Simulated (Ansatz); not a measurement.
Run report: SiH4, geometry relaxation

SiH4, computed with RKS CAM-B3LYP-D4/def2-TZVP (Ansatz 0.2.0).

It belongs to a series of runs on one base structure; here: start relaxed. Figures and captions count atoms from 1; the log counts them from 0 in places.

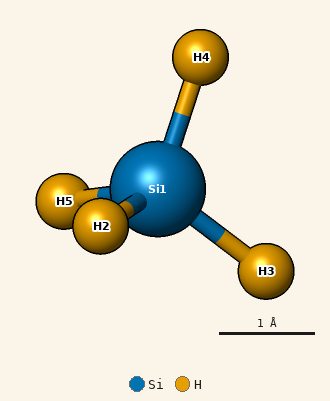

**Figure 1.** The input geometry (ball-and-stick view, seen at a tilt; atoms are numbered from 1 in the order of the input). Bond lengths as drawn: H–Si 1.46 Å.

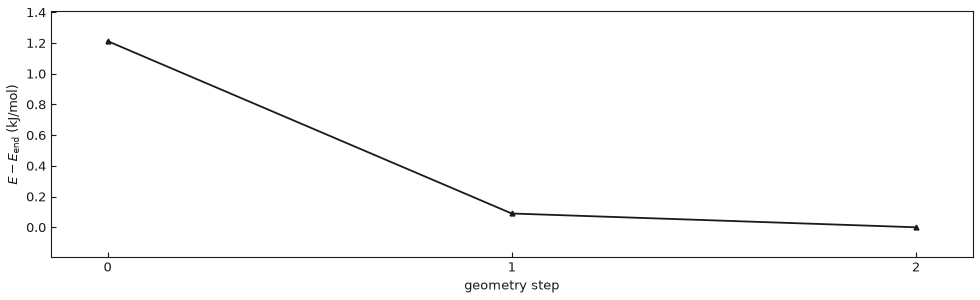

**Figure 2.** Progress of the relaxation, step by step (the first geometry is step 0 here and step 1 in the log).

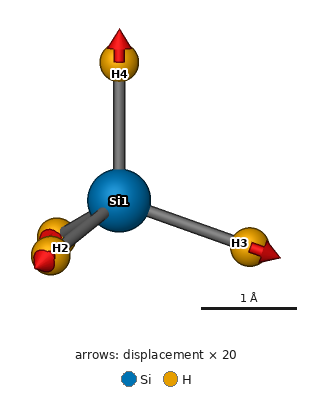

**Figure 3.** The starting structure with the displacements as red arrows, magnified 20 times (ball-and-stick view, seen at a tilt). The two geometries are laid on each other by the best rigid fit. Over 2 geometry steps the energy falls by 1.21 kJ/mol. The largest force component goes from 0.35 to 0.0011 eV/Å. The largest moves after the best rigid fit, 0.018 Å, are those of H2, H4 and H5. Si stays in place. Among the contacts that change: Si1–H2 1.460 → 1.477 Å. (Atoms are counted from 1 in the order of the input.)

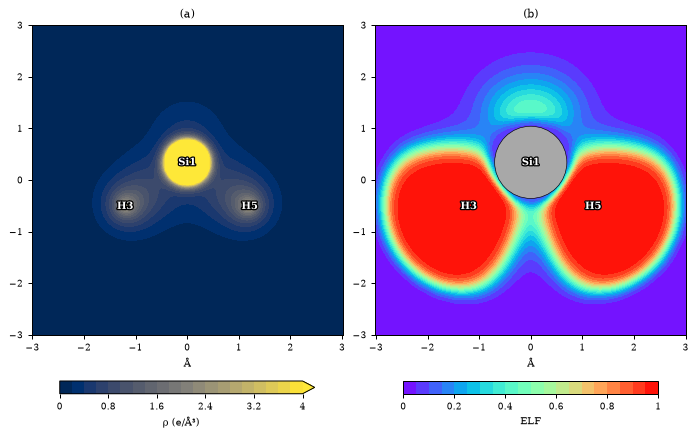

**Figure 4.** (a) electron density; (b) ELF on the plane of atoms H3, Si1 and H5. Grey discs, where drawn, cover atomic cores.

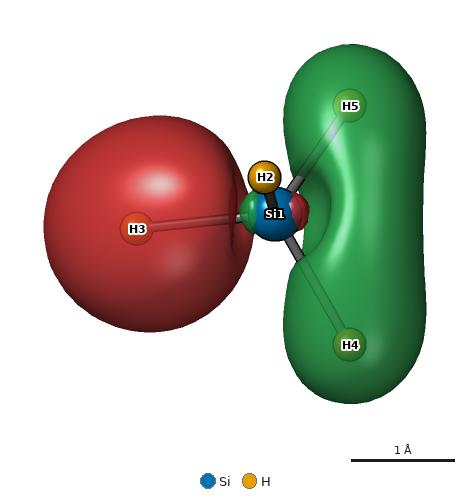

**Figure 5.** The HOMO at ±0.15 Å⁻³ᐟ² (green and red are the two phases), seen at a tilt. By Hirshfeld shares it lies mainly on Si1 (45 %), H3 (35 %), H4 (10 %) and H5 (10 %). Its energy is −11.32 eV.

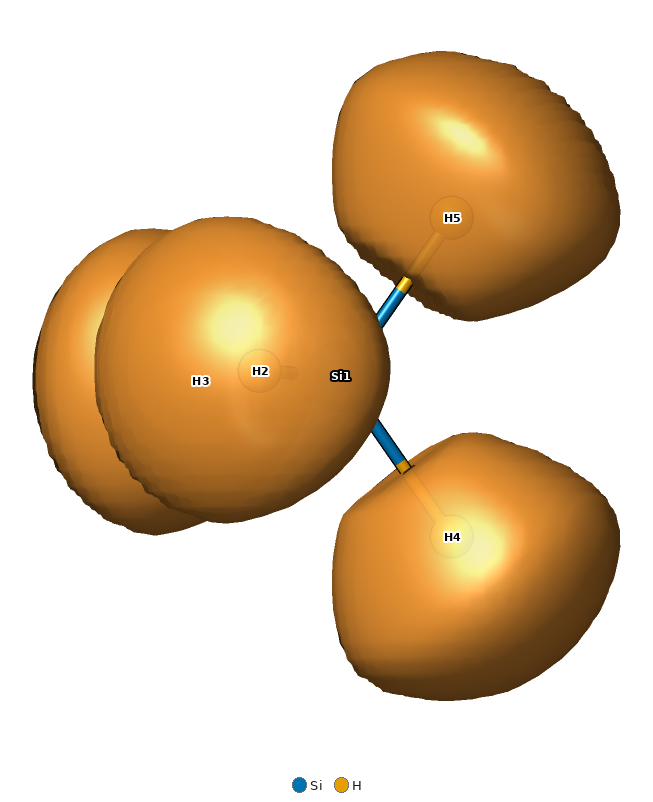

**Figure 6.** Isosurface of the ELF at 0.9 (orange), seen at a tilt. Only the valence region is drawn (cores and ρ < 0.01 e/Å³ removed). The ELF exceeds this value in four regions around hydrogen nuclei. Along the contacts the grid gives the following. Si–H (1.48 Å): the ELF climbs to about 1 towards the hydrogen.

The input and output of the run follow.

### The input
```yaml
crystal:
  periodic: [false, false, false]
  atoms:
    - { symbol: Si, position_ang: [0.0, 0.0, 0.0] }
    - { symbol: H, position_ang: [0.0, 0.0, 1.46] }
    - { symbol: H, position_ang: [1.3768, 0.0, -0.4862] }
    - { symbol: H, position_ang: [-0.6877, 1.1914, -0.4862] }
    - { symbol: H, position_ang: [-0.6877, -1.1914, -0.4862] }
basis:
  gaussian: { orbitals: def2-TZVP }
hamiltonian:
  xc: cam_b3lyp
  dispersion: d4
relax:
  f_tol: 0.02
  max_steps: 40
output:
  orbitals: {}
```

Run as:
```bash
ansatz run input.yaml --threads 1 --pin off --max-ram 2048MiB --backend cpu --events-out ev --progress --plain --runs-dir out
```

### Log
```
The last accepted step is kept in [file] (removed where the run ends without a failure and the disk answers)
Engine: ansatz 0.2.0, aarch64-unknown-linux-gnu
Functional definition: CAM-B3LYP
  parameter alpha = 0.19
  parameter beta = 0.46
  parameter omega = 0.33/bohr
  parameter ac = 0.81
  exchange = (1 - alpha - beta)*b88_x + beta*b88_x_sr(omega) + alpha*exact_x + beta*exact_x_lr(omega)
  correlation = (1 - ac)*vwn5_c + ac*lyp_c
437 factors; their error is unknown
176 factors; integrals over basis functions are off by at most 7.1e-7 eV
mean field evaluation 1: about -7942.5572 eV, gradient 6.7e0 eV
mean field evaluation 2: about -7942.6966 eV, gradient 2.3e0 eV
mean field evaluation 4: about -7942.7091 eV, gradient 8.8e-2 eV
mean field evaluation 8: about -7942.7344 eV, gradient 1.6e-3 eV
mean field -7942.73435249 eV, -291.8901036753 hartree, gradient 8.6e-6 eV, S^2 0.000000; 0 other end points of the search recorded, 0 dependent functions left out
the calculation of the forces begins
reference -7942.73445489 eV, -291.8901074383 hartree; 9, 9 occupied and 52, 52 virtual orbitals, 437 factors
relax step   1: F+E_penalty+E_count = -7942.76847836 eV  Δ(F+E_penalty+E_count) = +0.000e0 eV  max|allowed force component| = 3.458e-1 eV/Å  Δτ_max = 0.0000 Å  (21 SCF iters, accepted)
these checks for a lower state are left out or cut short: starts, cluster_reference, orbital_swaps, neighbouring_geometries, increment
437 factors; their error is unknown
176 factors; integrals over basis functions are off by at most 7.1e-7 eV
mean field evaluation 16: about -7942.7460 eV, gradient 3.0e-6 eV
mean field -7942.74597111 eV, -291.8905306516 hartree, gradient 3.7e-5 eV, S^2 0.000000; 0 other end points of the search recorded, 0 dependent functions left out
the calculation of the forces begins
reference -7942.74607379 eV, -291.8905344251 hartree; 9, 9 occupied and 52, 52 virtual orbitals, 437 factors
relax step   2: F+E_penalty+E_count = -7942.78011738 eV  Δ(F+E_penalty+E_count) = -1.164e-2 eV  max|allowed force component| = 9.176e-2 eV/Å  Δτ_max = 0.0132 Å  (23 SCF iters, accepted)
these checks for a lower state are left out or cut short: starts, cluster_reference, orbital_swaps, neighbouring_geometries, increment
437 factors; their error is unknown
176 factors; integrals over basis functions are off by at most 7.2e-7 eV
mean field -7942.74689348 eV, -291.8905645484 hartree, gradient 3.0e-6 eV, S^2 0.000000; 0 other end points of the search recorded, 0 dependent functions left out
the calculation of the forces begins
reference -7942.74699628 eV, -291.8905683259 hartree; 9, 9 occupied and 52, 52 virtual orbitals, 437 factors
relax step   3: F+E_penalty+E_count = -7942.78104848 eV  Δ(F+E_penalty+E_count) = -9.311e-4 eV  max|allowed force component| = 1.059e-3 eV/Å  Δτ_max = 0.0050 Å  (23 SCF iters, accepted)
437 factors; their error is unknown
176 factors; integrals over basis functions are off by at most 7.2e-7 eV
mean field evaluation 32: about -7942.7469 eV, gradient 1.6e-2 eV
mean field -7942.74689348 eV, -291.8905645483 hartree, gradient 3.6e-5 eV, S^2 0.000000; 1 other end points of the search recorded, 0 dependent functions left out
the calculation of the forces begins
reference -7942.74699627 eV, -291.8905683258 hartree; 9, 9 occupied and 52, 52 virtual orbitals, 437 factors
Total energy: -7942.78115127 eV, -291.8918234989 hartree
Atom 0 at     0.000283    -0.000000     0.000267 Å, force     0.000172    -0.000000     0.000201 eV/Å
Atom 1 at     0.000099     0.000000     1.477699 Å, force     0.000022    -0.000000     0.001059 eV/Å
Atom 2 at     1.393293    -0.000000    -0.492025 Å, force     0.000810     0.000000    -0.000359 eV/Å
Atom 3 at    -0.696137     1.206314    -0.492270 Å, force    -0.000502     0.000947    -0.000451 eV/Å
Atom 4 at    -0.696137    -1.206314    -0.492270 Å, force    -0.000502    -0.000947    -0.000451 eV/Å
Dipole moment:     0.000002     0.000000    -0.000015 e Å
```

### Trajectory as extended XYZ (Å, eV, eV/Å), 3 frames, from step=1 to step=3
```
5
Properties=species:S:1:pos:R:3:forces:R:3 step=1 energy=-7942.76848
Si    0.0000    0.0000    0.0000    0.0206   0.0000   0.0135
H     0.0000    0.0000    1.4600   -0.0003   0.0000   0.3458
H     1.3768    0.0000   -0.4862    0.3232   0.0000  -0.1151
H    -0.6877    1.1914   -0.4862   -0.1718   0.2977  -0.1221
H    -0.6877   -1.1914   -0.4862   -0.1718  -0.2977  -0.1221
5
Properties=species:S:1:pos:R:3:forces:R:3 step=2 energy=-7942.78012
Si    0.0002    0.0000    0.0002    0.0068   0.0000   0.0038
H     0.0001    0.0000    1.4729   -0.0002   0.0000   0.0918
H     1.3888    0.0000   -0.4905    0.0860   0.0000  -0.0304
H    -0.6938    1.2022   -0.4906   -0.0463   0.0799  -0.0326
H    -0.6938   -1.2022   -0.4906   -0.0463  -0.0799  -0.0326
5
Properties=species:S:1:pos:R:3:forces:R:3 step=3 energy=-7942.78105
Si    0.0003    0.0000    0.0003    0.0002   0.0000   0.0002
H     0.0001    0.0000    1.4777    0.0000   0.0000   0.0011
H     1.3933    0.0000   -0.4920    0.0008   0.0000  -0.0004
H    -0.6961    1.2063   -0.4923   -0.0005   0.0009  -0.0005
H    -0.6961   -1.2063   -0.4923   -0.0005  -0.0009  -0.0005
```

### Results in brief

| quantity | value |
| --- | --- |
| outcome | converged |
| total energy | −7942.7812 eV |
| mean-field energy | −7942.7470 eV |
| largest force (length of the vector) at the end | 0.001 eV/Å |
| hardware | 1 thread of Arm Neoverse V1, 24 GiB of memory available, shared host |
| wall time | 3.2 s |
| peak memory | 0.1 GiB |
